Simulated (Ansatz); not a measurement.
Run report: C3H3IO, geometry relaxation (part 2 of 2)

C3H3IO; RKS r2SCAN-D4/def2-SVP (Ansatz 0.2.0). It belongs to a series of runs on one base structure; here: end point B relaxed.

## Trajectory as extended XYZ (Å, eV, eV/Å), 13 of the 32 frames kept, from step=1 to step=32
```
8
Properties=species:S:1:pos:R:3:forces:R:3 step=1 energy=-13292.79104
C     0.2292   -0.6646    1.0094    9.8344   4.0782  11.9881
C     0.0287    0.1880   -0.1795    2.9267   4.3878  -1.9251
C    -0.3561    0.7035   -1.3157    1.1951  -3.1964   5.8657
I    -1.2126    0.8785   -2.9032   -3.2242   0.7776  -6.0274
O     0.6780    1.3242   -0.6117    3.8888   5.0813  -0.3275
H    -0.0177   -0.0205    1.9001   -0.1640  -0.7093  -0.7262
H     1.2216   -1.0218    1.0719    1.0684  -1.0542  -0.4926
H    -0.3427   -0.6796    0.3658  -15.5251  -9.3650  -8.3551
8
Properties=species:S:1:pos:R:3:forces:R:3 step=4 energy=-13298.92367
C     0.3084   -0.5332    1.0398   -2.5173  -0.6680  -3.2643
C     0.1533    0.3040   -0.1641    1.1707   0.4657   0.9180
C    -0.2716    0.7322   -1.2945    0.3450   0.8796  -0.4057
I    -1.3155    0.8644   -3.0991    0.3819  -0.1523   0.7606
O     0.7617    1.6218   -0.6982   -0.5138  -0.2585  -0.5760
H    -0.0136   -0.0536    1.9690    0.1445   0.0416   0.1546
H     1.2305   -1.1593    1.0753   -0.5003   0.3269   0.0690
H    -0.6249   -1.0686    0.5089    1.4892  -0.6350   2.3438
8
Properties=species:S:1:pos:R:3:forces:R:3 step=6 energy=-13299.73010
C     0.1913   -0.5615    0.9283    0.1164   0.1596  -0.0356
C     0.1515    0.3363   -0.1984   -0.1447  -0.7777   0.7988
C    -0.1443    0.9046   -1.2931    0.9817   1.2613  -0.0861
I    -1.3128    0.7744   -2.9660   -0.1201   0.1795  -0.3625
O     0.8609    1.7724   -0.8003   -0.9810  -0.8130  -0.5201
H    -0.0531   -0.1004    1.8866    0.0305   0.3508   0.3445
H     1.1263   -1.1168    1.0297    0.4346  -0.0714   0.0331
H    -0.5913   -1.3014    0.7503   -0.3176  -0.2892  -0.1722
8
Properties=species:S:1:pos:R:3:forces:R:3 step=9 energy=-13300.17351
C     0.1868   -0.5883    0.9625   -0.7003  -0.7163  -0.0883
C    -0.1459    0.0481   -0.2698    0.2321  -0.5734   1.0499
C    -0.0876    0.9193   -1.2386   -0.0496   0.8081  -1.2041
I    -1.1950    1.0694   -3.0859   -0.0528  -0.1857   0.1830
O     0.8089    1.7357   -0.9194    0.2343   0.3629  -0.0286
H    -0.0498    0.0089    1.8560    0.0703   0.1786   0.1072
H     1.2005   -1.0145    0.9986    0.2135   0.0655  -0.0166
H    -0.4896   -1.4710    1.0338    0.0524   0.0603  -0.0025
8
Properties=species:S:1:pos:R:3:forces:R:3 step=11 energy=-13300.32108
C     0.1476   -0.6389    0.9529    0.2216   0.2476   0.0520
C    -0.0764    0.1102   -0.2404    0.0195   0.6199  -0.6187
C     0.0099    1.0243   -1.2173    0.5797  -0.1518   0.9090
I    -1.2532    0.8800   -2.9743   -0.0552  -0.0582   0.0024
O     0.8623    1.9157   -1.0041   -0.4618  -0.2350  -0.3489
H    -0.0620   -0.0379    1.8616   -0.0739  -0.1407  -0.0119
H     1.1680   -1.0690    1.0041   -0.1066  -0.1191   0.0083
H    -0.5679   -1.4766    0.9547   -0.1234  -0.1629   0.0077
8
Properties=species:S:1:pos:R:3:forces:R:3 step=14 energy=-13300.91882
C     0.1043   -0.6669    0.8941   -0.0382  -0.2230   0.1498
C     0.0505    0.2600   -0.1921   -0.3491   0.8819  -1.4528
C     0.2544    1.2334   -1.0702    1.9602   1.4242   1.1020
I    -1.3315    0.4505   -2.6381    0.0226  -0.3973   0.4923
O     0.9270    2.2477   -1.2402   -1.3654  -1.5814  -0.1107
H    -0.1535   -0.1734    1.8535    0.0432  -0.0445  -0.0700
H     1.0621   -1.2229    0.9773   -0.1336   0.0878  -0.0789
H    -0.6849   -1.4208    0.7529   -0.1397  -0.1479  -0.0317
8
Properties=species:S:1:pos:R:3:forces:R:3 step=17 energy=-13302.31743
C     0.0312   -0.6568    0.7710    0.0951  -0.7896   1.1158
C    -0.0195    0.3101   -0.2997    0.1021   2.8233  -3.6415
C     0.5222    1.4057   -0.8919   -0.0789  -1.3409   2.1495
I    -1.3144    0.0798   -2.2014    0.0463  -0.4979   0.6935
O     0.9824    2.4103   -1.2995   -0.1479  -0.4624   0.0726
H    -0.1904   -0.2077    1.7579    0.0705   0.1328  -0.0836
H     0.9760   -1.2285    0.8690   -0.0152   0.1832  -0.2119
H    -0.7591   -1.4051    0.6317   -0.0719  -0.0484  -0.0944
8
Properties=species:S:1:pos:R:3:forces:R:3 step=19 energy=-13302.75074
C    -0.0067   -0.6255    0.7031    0.4290  -0.1205   0.6423
C    -0.0683    0.3297   -0.4261   -0.1440   0.7237  -1.4456
C     0.6179    1.4252   -0.7651   -0.0497   0.9524  -0.4248
I    -1.4499   -0.2164   -2.0698    0.5750   0.3638   0.5059
O     1.1231    2.4476   -1.1175   -0.7309  -1.9275   0.7553
H    -0.1848   -0.1170    1.6707    0.0440  -0.0901  -0.0971
H     0.9757   -1.1365    0.7499   -0.1708   0.0198   0.0492
H    -0.7786   -1.3995    0.5919    0.0474   0.0784   0.0149
8
Properties=species:S:1:pos:R:3:forces:R:3 step=22 energy=-13302.91274
C     0.0000   -0.6053    0.6830   -0.0388   0.0839   0.2161
C    -0.1253    0.2883   -0.5186    0.0547   0.0779   0.0875
C     0.5129    1.4270   -0.7251   -0.1675  -0.2043  -0.0552
I    -1.2876   -0.3211   -2.1825    0.0105  -0.0044  -0.0494
O     1.0593    2.4401   -0.9247    0.0681   0.1501   0.0300
H     0.0759   -0.0150    1.6196    0.0025  -0.0995  -0.2459
H     0.8839   -1.2584    0.6138    0.0170  -0.0964   0.0080
H    -0.8907   -1.2479    0.7714    0.0536   0.0928   0.0089
8
Properties=species:S:1:pos:R:3:forces:R:3 step=24 energy=-13302.88564 accepted=F
C    -0.0053   -0.6027    0.6737    0.1493  -0.7845   0.6569
C    -0.1016    0.2752   -0.5336    0.0431   0.1083  -0.1637
C     0.4446    1.4688   -0.6949    0.0824   0.2225   0.0423
I    -1.0779   -0.4651   -2.2775    0.0836   0.0815   0.1013
O     0.9181    2.5356   -0.8214   -0.2034  -0.4047   0.0067
H     0.3768   -0.0062    1.5588   -0.2800  -0.5693  -0.7575
H     0.7056   -1.4884    0.4852   -0.8875   1.0129   0.3240
H    -1.0318   -1.0096    0.9469    1.0124   0.3332  -0.2098
8
Properties=species:S:1:pos:R:3:forces:R:3 step=27 energy=-13302.96627
C    -0.0036   -0.6074    0.6761   -0.0350  -0.0298  -0.0578
C    -0.0775    0.2537   -0.5488    0.1158   0.1264   0.1604
C     0.4230    1.4695   -0.6766   -0.0833  -0.0875  -0.1086
I    -1.0160   -0.4712   -2.2989   -0.0228  -0.0267  -0.0516
O     0.8560    2.5477   -0.8077    0.0237   0.0353   0.0388
H     0.4531   -0.0481    1.5081    0.0031  -0.0026  -0.0227
H     0.6031   -1.5095    0.4928   -0.0039  -0.0135   0.0200
H    -1.0097   -0.9271    0.9921    0.0024  -0.0016   0.0215
8
Properties=species:S:1:pos:R:3:forces:R:3 step=29 energy=-13302.96836
C    -0.0043   -0.6104    0.6763    0.0048  -0.0181   0.0131
C    -0.0601    0.2517   -0.5469   -0.0035  -0.0121   0.0094
C     0.4134    1.4759   -0.6791   -0.0114   0.0462  -0.0025
I    -0.9850   -0.4801   -2.3108    0.0059  -0.0044   0.0053
O     0.8251    2.5640   -0.8031    0.0045  -0.0342   0.0022
H     0.4921   -0.0664    1.4963   -0.0106  -0.0184  -0.0196
H     0.5634   -1.5379    0.4886   -0.0189   0.0295   0.0044
H    -1.0164   -0.8890    1.0159    0.0293   0.0115  -0.0123
8
Properties=species:S:1:pos:R:3:forces:R:3 step=32 energy=-13302.96852
C    -0.0048   -0.6102    0.6764   -0.0019   0.0000   0.0058
C    -0.0618    0.2535   -0.5451    0.0000  -0.0074  -0.0053
C     0.4097    1.4784   -0.6778   -0.0021   0.0079  -0.0024
I    -0.9772   -0.4846   -2.3112    0.0003  -0.0003   0.0017
O     0.8237    2.5651   -0.8038    0.0019  -0.0019   0.0028
H     0.4986   -0.0716    1.4945    0.0011   0.0003   0.0008
H     0.5561   -1.5394    0.4840    0.0005   0.0006  -0.0024
H    -1.0159   -0.8835    1.0201    0.0002   0.0008  -0.0009
```

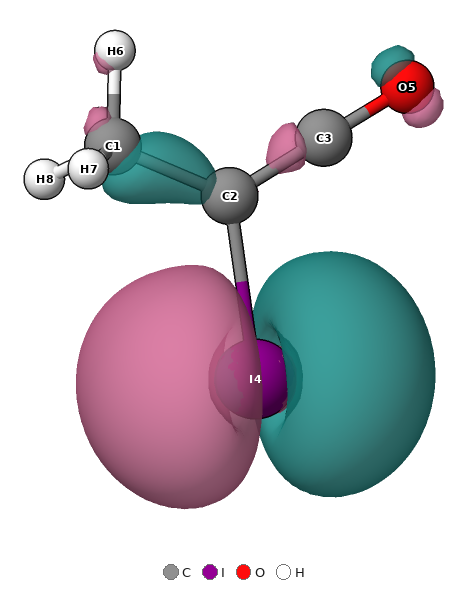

Fig. 1: One frontier orbital at ±0.1 Å⁻³ᐟ² (teal and pink are the two phases), seen at a tilt. The HOMO−1, at −6.96 eV.

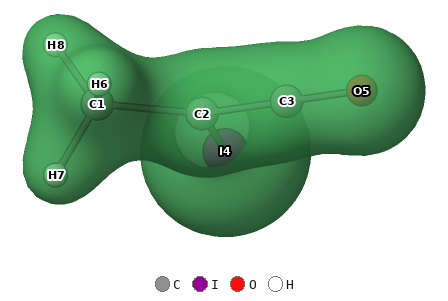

Fig. 2: Isosurface of the total electron density at 0.5 e/Å³ (green), seen from the side. At this value the surface is in one piece. On the grid the lowest density along these lines, outside the cores, is 3 e/Å³ (C–O, 1.17 Å), 2.2 e/Å³ (C–C, 1.32 Å), 0.78 e/Å³ (C–I, 2.12 Å) and 1.8 e/Å³ (C–H, 1.10 Å).

This output came from the following input.

## The input
```yaml
crystal:
  periodic: [false, false, false]
  atoms:
    - { symbol: C, position_ang: [0.2292, -0.6646, 1.0094] }
    - { symbol: C, position_ang: [0.0287, 0.188, -0.1795] }
    - { symbol: C, position_ang: [-0.3561, 0.7035, -1.3157] }
    - { symbol: I, position_ang: [-1.2126, 0.8785, -2.9032] }
    - { symbol: O, position_ang: [0.678, 1.3242, -0.6117] }
    - { symbol: H, position_ang: [-0.0177, -0.0205, 1.9001] }
    - { symbol: H, position_ang: [1.2216, -1.0218, 1.0719] }
    - { symbol: H, position_ang: [-0.34269, -0.67963, 0.36583] }
basis:
  gaussian: { orbitals: def2-SVP }
hamiltonian:
  xc: r2scan
  dispersion: d4
relax:
  f_tol: 0.02
  max_steps: 50
output:
  orbitals: {}
```

Launch command:
```bash
ansatz run input.yaml --threads 2 --pin off --max-ram 3072MiB --backend cpu --events-out ev --progress --plain --runs-dir out
```

## Summary

```csv
quantity,value
outcome,converged
total energy,−13302.9685 eV
mean-field energy,−13302.9222 eV
largest force (length of the vector) at the end,0.009 eV/Å
hardware,"2 threads of Intel Xeon @ 2.50GHz (Skylake/Cascade Lake), 16 GiB of memory available, shared host"
wall time,93 s (CPU time 3 min)
peak memory,0.17 GiB
```
